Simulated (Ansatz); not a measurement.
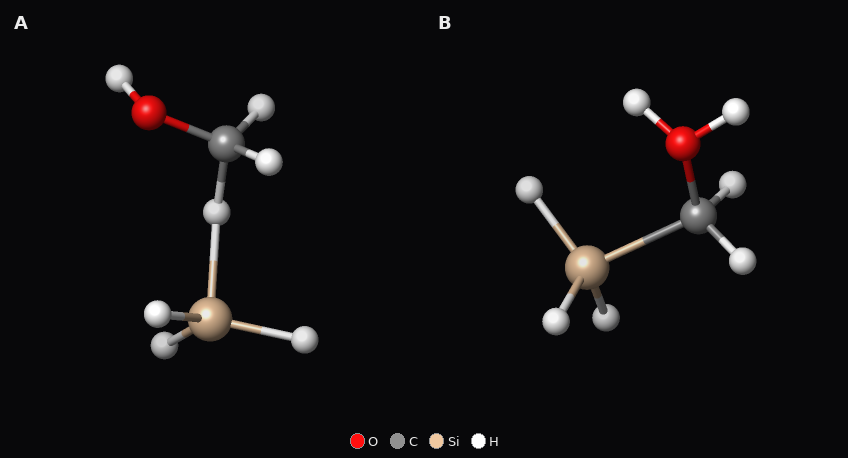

2 stationary structures of one formula. The species has charge +1 and is a spin singlet. Geometries: PBE0-D4/def2-TZVP. Electronic energies: RHF-CCSD(T) (frozen core)/def2-TZVPP (Ansatz 0.2.0), without zero-point energy. No frequency run is at hand to confirm each as a minimum. Each is one conformer, not always the lowest.

Question: Which is lowest in energy, and by how much?

Answer: B is lowest; A lies 69.8 kJ/mol above it.
